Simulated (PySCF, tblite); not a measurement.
# C7H12O+ (doublet): geometry, infrared bands and EPR parameters

Wanted: the infrared bands and EPR parameters of C7H12O+ (doublet) (`C[C+]1[CH][C@@](C)(CO)C1`), by calculation.

The runs use tblite 0.8.0 and PySCF 2.14.0, with density-fitted response routines of our own; the level of theory stands in each step. All values are computed, except where a source is named. Atoms are numbered from 0 throughout.

### 1 The starting structure

20 atoms, charge 1, multiplicity 2; geometry from: force field or distance geometry start.

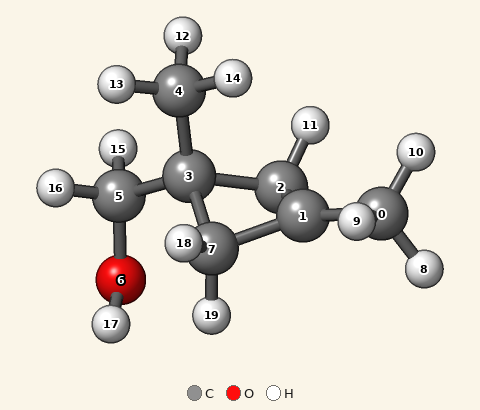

The starting geometry (carbon grey, oxygen red, hydrogen white), atoms numbered.

### 2 Relaxing the molecule with GFN2-xTB

Job settings and geometry (Å):

```
{"job": {"kind": "relax", "xc": "GFN2-xTB", "basis": "xTB"}, "charge": 1, "multiplicity": 2}
C      2.759200     0.001200    -0.432700
C      1.284900    -0.281200    -0.372200
C      0.167500    -0.349500    -1.329600
C     -0.726500     0.073200    -0.179600
C     -0.685400     1.561300     0.005100
C     -2.118500    -0.512900    -0.185600
O     -2.150400    -1.899500    -0.154400
C      0.290000    -0.641500     0.693000
H      3.298400    -0.923000    -0.730000
H      3.062400     0.286800     0.607700
H      2.996000     0.835000    -1.091200
H      0.191900     0.406300    -2.131600
H     -1.187000     2.086400    -0.834400
H     -1.185700     1.891500     0.926000
H      0.366500     1.957800    -0.000600
H     -2.717900    -0.132100    -1.028700
H     -2.627300    -0.154400     0.740300
H     -1.755300    -2.272000     0.686200
H      0.497700    -0.175400     1.671800
H      0.234200    -1.747400     0.727700
```

Command:

```console
> OMP_NUM_THREADS=1 python probes_run.py task.json out
```

The driver reads the jobs from task.json and runs them one after another.

**Question.** This job is followed by: GFN2-xTB harmonic vibrations, gas phase; UKS B3LYP, pcH-1 on C H O, non-relativistic, mean-field spin-orbit, GIAO. Predict these results of the whole session: strongest single infrared mode (GFN2-xTB); zero-point energy (GFN2-xTB); g(iso) (B3LYP); ⟨S²⟩; largest a(iso) (averaged by class).

The runs gave:

| quantity | value |
| --- | --- |
| strongest single infrared mode (GFN2-xTB) | 1544 cm⁻¹, 333 km/mol |
| zero-point energy (GFN2-xTB) | 105.4 kcal/mol |
| g(iso) (B3LYP) | 2.00366 |
| ⟨S²⟩ | 0.752 (exact 0.75) |
| largest a(iso) (averaged by class) | 1H on H19, 50.8 MHz |

What this shows: Over 76 steps the energy fell by 1.796 eV; of the close pairs, C1–C2 changed most, 1.473 to 1.378 Å. No mode is imaginary among the 54: a minimum at this level. The strongest single mode, at 1544 cm⁻¹, moves mainly C1. GFN2-xTB is a fitted tight-binding method: band positions and strengths are rough. Its intensities can rank the bands wrongly. The largest spin populations lie on C2 (0.40 e), C1 (0.29 e). The isotropic g lies 1.3 ppt above the free-electron value.
